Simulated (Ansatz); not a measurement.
A series of calculations on BH₃ClF

### Relaxation

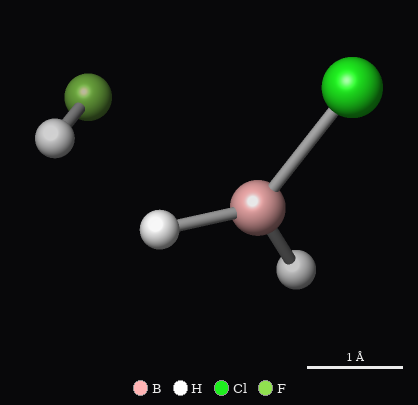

BH$_{3}$ClF, before the relaxation. A ball-and-stick model, seen at a tilt.

The run prepares an end point of a later path (reaction) calculation, from a guessed geometry.

Level of theory: RKS B3LYP-D4/def2-TZVP in Ansatz 0.2.0.

The input:
```yaml
crystal:
  periodic: [false, false, false]
  atoms:
    - { symbol: B, position_ang: [0.0405, -0.241508, -0.050327] }
    - { symbol: H, position_ang: [0.113751, -0.390629, 1.129363] }
    - { symbol: Cl, position_ang: [1.494043, -0.464054, -0.981053] }
    - { symbol: H, position_ang: [-0.98304, -0.041569, -0.607293] }
    - { symbol: F, position_ang: [0.211769, 2.070504, 0.942796] }
    - { symbol: H, position_ang: [0.243778, 1.410556, 1.591914] }
basis:
  gaussian: { orbitals: def2-TZVP }
hamiltonian:
  xc: b3lyp
  dispersion: d4
relax:
  f_tol: 0.03
  max_steps: 50
```

Command:
```bash
ansatz run input.yaml --threads 4 --pin off --max-ram 5120MiB --backend cpu --events-out ev --progress --plain --runs-dir out
```

Q: Predict the outcome.

A: The largest move after the best rigid fit is that of H6, 1.05 Å. By element the largest moves are H 1.05 Å, F 0.49 Å, Cl 0.46 Å, B 0.19 Å. Some distances before and after: B1–Cl3 1.740 → 1.764 Å, B1–H2 1.191 → 1.183 Å. The energy falls by 1.79 kcal/mol in 26 accepted moves (37 points after the start). The largest force component goes from 0.2 to 0.026 eV/Å. The line search rejected the trial steps at points 2, 6, 8, 13, 16, 18, 24, 29 and more of the run. The forces were under the threshold at step 17, but the run went on from there.

Final geometry:

```xyz
6

B    -0.0757   -0.3703    0.0175
H    -0.1565   -0.9764    1.0299
Cl    1.5338   -0.1313   -0.6645
H    -1.0013   -0.0039   -0.6212
F    -0.0155    1.8029    1.2815
H     0.8360    2.0223    0.9821
```

After the run, drawn alike:

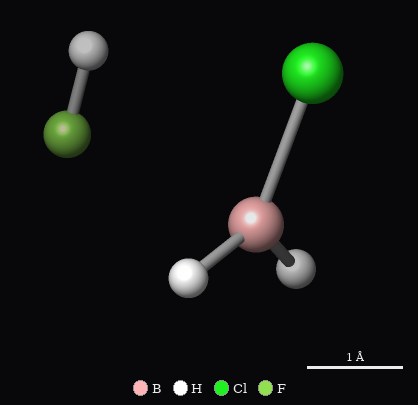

### Relaxation

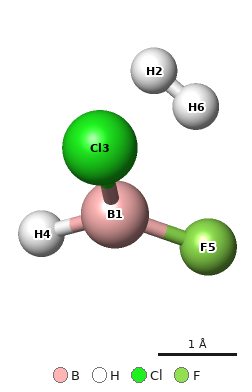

BH3ClF, before the relaxation. A ball-and-stick model, seen from a free direction.

The run prepares an end point of a later path (reaction) calculation, from a guessed geometry.

These are results of Ansatz 0.2.0, RKS B3LYP-D4/def2-TZVP, not measurements.

The input:
```yaml
crystal:
  periodic: [false, false, false]
  atoms:
    - { symbol: B, position_ang: [0.109337, 0.500177, -0.398422] }
    - { symbol: H, position_ang: [0.096506, -0.133669, 1.913429] }
    - { symbol: Cl, position_ang: [1.599777, -0.271533, -0.905166] }
    - { symbol: H, position_ang: [-0.929194, -0.052613, -0.541024] }
    - { symbol: F, position_ang: [0.157503, 1.727654, 0.082262] }
    - { symbol: H, position_ang: [0.086871, 0.573283, 1.87432] }
basis:
  gaussian: { orbitals: def2-TZVP }
hamiltonian:
  xc: b3lyp
  dispersion: d4
relax:
  f_tol: 0.03
  max_steps: 50
output:
  orbitals: {}
```

Launched with:
```bash
ansatz run input.yaml --threads 4 --pin off --max-ram 5120MiB --backend cpu --events-out ev --progress --plain --runs-dir out
```

**Predict the outcome.**

After 7 accepted moves (8 points after the start) the energy has fallen by 4.12 kcal/mol. Largest force component: 1.5 eV/Å at the start, 0.007 eV/Å at the end. The line search rejected the trial step at point 3 of the run. The largest move after the best rigid fit is that of H6, 0.58 Å. By element the largest moves are H 0.58 Å, F 0.41 Å, B 0.28 Å, Cl 0.16 Å. Among the contacts that change: H2–H6 0.708 → 0.744 Å. The run took 8.3 s on 4 threads of Arm Neoverse V1 (shared host), peak memory 0.18 GiB.

Step by step:

```tsv
step	E − E(0), kcal/mol	largest force component, eV/Å	note
0	0.00	1.5012	
1	-3.20	0.2366	
2	-3.82	0.3287	
3	0.31	2.0906	rejected
4	-4.05	0.0730	
5	-4.09	0.0569	
6	-4.10	0.1454	
7	-4.11	0.1186	
8	-4.12	0.0070
```

The structure at the end:

```xyz
6

B     0.1172    0.5672   -0.6731
H     0.1493   -0.2617    2.3795
Cl    1.6082   -0.2623   -1.0663
H    -0.9235    0.0038   -0.7381
F     0.1686    1.8308   -0.3114
H     0.0009    0.4654    2.4349
```

The end point in the same view:

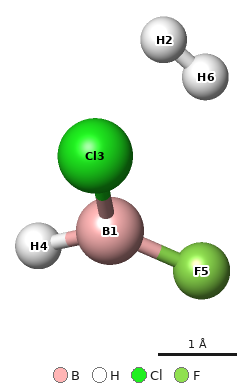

### Path

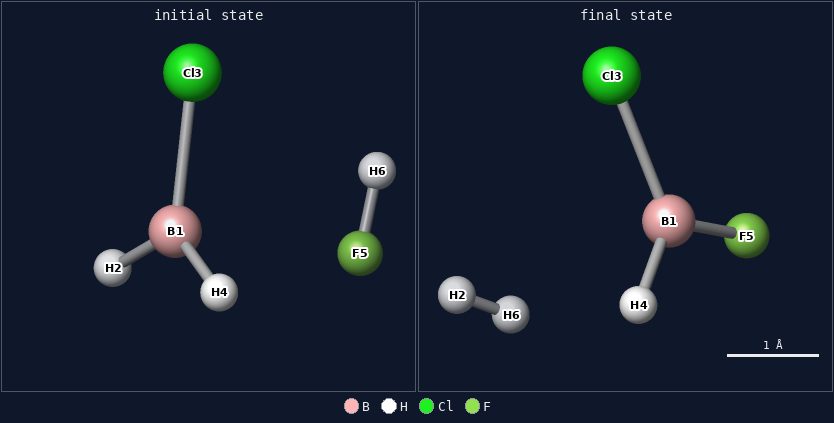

The two relaxed end points of a path for BH$_{3}$ClF, made up at the start of BH2Cl and HF. Style: ball-and-stick. Shown at a tilt.

Theory: RKS B3LYP-D4/def2-TZVP (Ansatz 0.2.0).

Settings: 7 movable images; climbing image; force threshold 0.05 eV/Å; iteration limit 60.

Start:
```xyz
6

B    -0.0524   -0.3568   -0.0292
H    -0.1958   -1.0036    0.9506
Cl    1.5966   -0.0894   -0.5967
H    -0.9365    0.0348   -0.7103
F    -0.0797    1.7632    1.3231
H     0.7885    1.9950    1.0879
```

End:
```xyz
6

B     0.0544    0.6303   -0.6537
H     0.2851   -0.3943    2.3302
Cl    1.5440   -0.1222   -1.1831
H    -0.9714    0.0385   -0.6988
F     0.0896    1.8687   -0.2116
H     0.1190    0.3223    2.4423
```

Predict the minimum-energy path and its barrier.

Answer. The highest point, image 4, lies 0.80 eV above the start and 2.10 eV above the end; the end is at −1.30 eV relative to the start. Breaking: B1–H2 (1.18 → 1.31 at the top → 3.16 Å), F5–H6 (0.93 → 1.15 at the top → 3.07 Å). Forming: B1–F5 (2.51 → 1.64 at the top → 1.32 Å), H2–H6 (3.16 → 1.06 at the top → 0.74 Å). The band converged in 34 iterations. The largest component of the band force went from 81 to 0.021 eV/Å. The climbing image converged on the top of the path. Its vibrational analysis gives one imaginary mode (1245i cm⁻¹), as a transition state must have.

Energies of the converged images:

| image | path (Å) | E (eV) |
| --- | --- | --- |
| 0 | 0.00 | 0.000 |
| 1 | 0.67 | 0.020 |
| 2 | 1.33 | 0.037 |
| 3 | 2.00 | 0.164 |
| 4 | 2.66 | 0.795 |
| 5 | 3.22 | -0.426 |
| 6 | 3.78 | -1.113 |
| 7 | 4.33 | -1.278 |
| 8 | 4.89 | -1.301 |

The geometry at the top of the path:

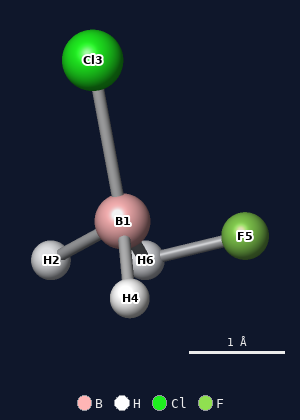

Limits of the set-up: the start holds two separate molecules, 2.5 Å apart at their closest, whose relative position is a soft coordinate.

The run took 2.9 min on 4 threads of Arm Neoverse V1, on a shared host, peak memory 0.2 GiB.
